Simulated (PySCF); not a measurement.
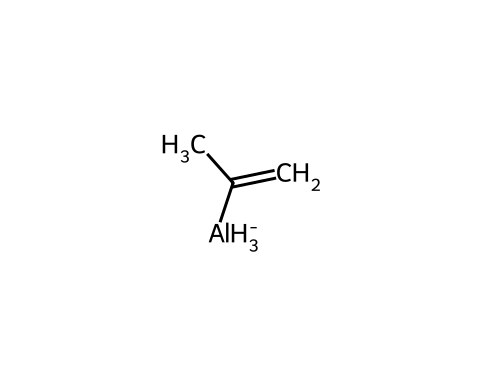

(Drawn from a calculation with PySCF.)

2D structure. Charge −1, singlet.

### Write the SMILES.

C=[C](C)[AlH3-]

### What is the molecular formula?

C3H8Al, charge -1.
